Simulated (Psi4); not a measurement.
**CH3AlN− (SMILES [H][Al-]([H])([H])[C]#N): BHLYP/aug-cc-pVDZ**

What is the energy change on altering one bond length of CH3AlN− at BHLYP/aug-cc-pVDZ? 

The calculation is run with Psi4 1.11.

4 further runs of the same task are left out: 1 that didn't finish, 3 set aside as unsound or not needed.

## 1. The molecule

CH3AlN− has 6 atoms, charge -1, and is taken as a singlet. As SMILES, `[H][Al-]([H])([H])[C]#N`. Geometry: a GFN2-xTB relaxation, a rough one for these elements and not checked as a minimum.

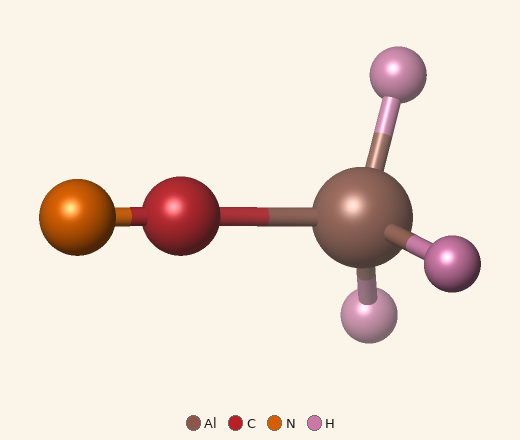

Viewed from a chosen angle; aluminium brown, carbon red, nitrogen orange, hydrogen pink.

## 2. Energy and gradient at BHLYP/aug-cc-pVDZ

The input, ch3aln.dat:

```
memory 1600 mb

molecule {
  -1 1
  Al    -0.006940     0.007910    -0.620420
  C      0.003570    -0.008410     1.405440
  N      0.029370    -0.033690     2.563760
  H      1.527250     0.022600    -1.121070
  H     -0.786890     1.336660    -1.107190
  H     -0.766370    -1.325080    -1.120530
  units angstrom
  symmetry c1
  no_reorient
  no_com
}

set basis aug-cc-pVDZ
set puream true
set e_convergence 1e-09
set d_convergence 1e-08
set scf_type pk
set dft_radial_points 99
set dft_spherical_points 590

e, wfn = gradient("bhhlyp", return_wfn=True)
oeprop(wfn, "MULLIKEN_CHARGES", "MAYER_INDICES", "WIBERG_LOWDIN_INDICES")
```

Command:

```sh
$ psi4 -n 1 ch3aln.dat ch3aln.out
```

ch3aln.out:

```text
[...]
  Running in c1 symmetry.
[...]
  Nuclear repulsion =   74.064801638187475
[...]
  Multiplicity = 1
[...]
  Nalpha       = 15
  Nbeta        = 15
[...]
    Number of basis functions: 100
[...]
   @RKS iter   1:  -336.97107489029855   -1.05065e+00   4.48987e-03 ADIIS/DIIS
[...]
   @RKS iter  10:  -337.09760157130273   -2.16005e-12   5.01841e-09 DIIS
[...]
    Orbital Energies [Eh]
    ---------------------
    Doubly Occupied:
       1A    -56.784112     2A    -14.634581     3A    -10.429301
       4A     -4.225140     5A     -2.689220     6A     -2.687609
       7A     -2.687607     8A     -0.848411     9A     -0.382991
      10A     -0.285464    11A     -0.225688    12A     -0.225659
      13A     -0.220851    14A     -0.158714    15A     -0.158609
[...]
  @RKS Final Energy:  -337.09760157130273
   => Energetics <=
    Nuclear Repulsion Energy =             74.0648016381874754
    One-Electron Energy =                -617.1025818716244657
    Two-Electron Energy =                 222.5623159278105732
    DFT Exchange-Correlation Energy =     -16.6221372656764537
    Empirical Dispersion Energy =           0.0000000000000000
    VV10 Nonlocal Energy =                  0.0000000000000000
    Total Energy =                       -337.0976015713027891
[...]
 Multipole Moments:
 ------------------------------------------------------------------------------------
     Multipole            Electronic (a.u.)      Nuclear  (a.u.)        Total (a.u.)
 ------------------------------------------------------------------------------------
 L = 1.  Multiply by 2.5417464519 to convert [e a0] to [Debye]
 Dipole X            :         -0.2222589            0.2093439           -0.0129150
 Dipole Y            :          0.2950593           -0.2820983            0.0129609
 Dipole Z            :        -29.0978017           28.2792034           -0.8185983
 Magnitude           :                                                    0.8188028
[...]
  -Total Gradient:
     Atom            X                  Y                   Z
    ------   -----------------  -----------------  -----------------
       1        0.000330926585    -0.000499146371     0.007392786627
       2       -0.000687872538     0.000525752209    -0.008849126902
       3        0.000474098501    -0.000391320524     0.005175441208
       4       -0.001857895891    -0.000017866332    -0.001204690389
       5        0.000772479530    -0.001269574499    -0.001368248567
       6        0.000968739827     0.001652114603    -0.001146428899
[...]
  Mulliken Charges: (a.u.)
   Center  Symbol    Alpha    Beta     Spin     Total
       1    AL     6.65445  6.65445  0.00000 -0.30890
       2     C     3.13857  3.13857  0.00000 -0.27714
       3     N     3.64383  3.64383  0.00000 -0.28766
       4     H     0.52083  0.52083  0.00000 -0.04165
       5     H     0.52158  0.52158  0.00000 -0.04315
       6     H     0.52074  0.52074  0.00000 -0.04149
   Total alpha = 15.00000, Total beta = 15.00000, Total charge = -1.00000
  Mayer Bond Indices:
[...]
```

Wall time 46 s (1 thread of Intel Xeon Platinum 8259CL at 2.50GHz (Skylake/Cascade Lake), shared host); peak memory 0.8 GiB.

## 3. The distorted shape at the same level

The input, calc.in:

```
memory 1600 MB

molecule mol {
  -1 1
  Al    -0.02042794     0.02211358    -1.50072978
  C     -0.00056692    -0.00872676     2.32759079
  N      0.05550126    -0.06366487     4.84480425
  H      2.87877098     0.04987365    -2.44682117
  H     -1.49431983     2.53308716    -2.42059177
  H     -1.45554265    -2.49687245    -2.44580071
  units bohr
  symmetry c1
}

set {
  basis                aug-cc-pVDZ
  puream               true
  e_convergence        1e-09
  d_convergence        1e-08
  scf_type             pk
  dft_radial_points    99
  dft_spherical_points 590
}

E, wfn = gradient('bhhlyp', return_wfn=True)
oeprop(wfn, 'LOWDIN_CHARGES', 'WIBERG_LOWDIN_INDICES', 'MAYER_INDICES')
print_variables()
```

Command:

```sh
$ psi4 -i calc.in -o calc.out -n 1
```

calc.out:

```text
[...]
  Running in c1 symmetry.
[...]
  Nuclear repulsion =   70.672904901579500
[...]
  Multiplicity = 1
[...]
  Nalpha       = 15
  Nbeta        = 15
[...]
    Number of basis functions: 100
[...]
   @RKS iter   1:  -336.95352369811559   -1.26063e+00   3.64065e-03 DIIS/ADIIS
[...]
   @RKS iter  11:  -337.04703109439356   -5.68434e-13   1.26570e-09 DIIS
[...]
    Orbital Energies [Eh]
    ---------------------
    Doubly Occupied:
       1A    -56.791010     2A    -14.677314     3A    -10.481494
       4A     -4.231984     5A     -2.696252     6A     -2.694319
       7A     -2.694318     8A     -0.782375     9A     -0.412619
      10A     -0.292468    11A     -0.221246    12A     -0.196126
      13A     -0.196049    14A     -0.159030    15A     -0.158960
[...]
  @RKS Final Energy:  -337.04703109439356
   => Energetics <=
    Nuclear Repulsion Energy =             70.6729049015794999
    One-Electron Energy =                -610.1926846309527264
    Two-Electron Energy =                 219.0119438524360760
    DFT Exchange-Correlation Energy =     -16.5391952174563848
    Empirical Dispersion Energy =           0.0000000000000000
    VV10 Nonlocal Energy =                  0.0000000000000000
    Total Energy =                       -337.0470310943935601
[...]
 Multipole Moments:
 ------------------------------------------------------------------------------------
     Multipole            Electronic (a.u.)      Nuclear  (a.u.)        Total (a.u.)
 ------------------------------------------------------------------------------------
 L = 1.  Multiply by 2.5417464519 to convert [e a0] to [Debye]
 Dipole X            :          0.0215209           -0.0279515           -0.0064306
 Dipole Y            :         -0.0335510            0.0375150            0.0039640
 Dipole Z            :          3.8657370           -3.7508955            0.1148414
 Magnitude           :                                                    0.1150896
[...]
  -Total Gradient:
     Atom            X                  Y                   Z
    ------   -----------------  -----------------  -----------------
       1        0.000298817785    -0.000493263471     0.011802639111
       2       -0.006080539891     0.005846653355    -0.258654117996
       3        0.005896673996    -0.005723714377     0.252740919047
       4       -0.001536981327    -0.000015440790    -0.001920048706
       5        0.000609171341    -0.000986096620    -0.002098271478
       6        0.000812916136     0.001372112072    -0.001871394243
[...]
```

Wall time 44 s (1 thread of Intel Xeon Platinum 8259CL at 2.50GHz (Skylake/Cascade Lake), shared host); peak memory 0.8 GiB.

## 4. What came out

At BHLYP/aug-cc-pVDZ:

| quantity | value |
| --- | --- |
| first shape: total energy | -337.09760 Eh |
| first shape: HOMO energy | -4.32 eV |
| first shape: LUMO energy | 3.09 eV |
| first shape: HOMO–LUMO gap (to an unbound level, set by the basis) | 7.40 eV |
| first shape: largest force on an atom | 0.457 eV/Å |
| distorted shape: total energy | -337.04703 Eh |
| distorted shape: HOMO energy | -4.33 eV |
| distorted shape: LUMO energy | 3.08 eV |
| distorted shape: HOMO–LUMO gap (to an unbound level, set by the basis) | 7.41 eV |
| distorted shape: largest force on an atom | 13.308 eV/Å |
| energy change with the C2–N3 bond stretched from 1.159 to 1.333 Å | 1.376 eV |

In words: With the C2–N3 bond stretched from 1.159 to 1.333 Å the energy rises by 1.38 eV (32 kcal/mol). The first shape isn't relaxed at this level, so the change isn't measured from a minimum. The largest force (first shape) is 0.46 eV/Å: the shape isn't a stationary point for this species at this level.
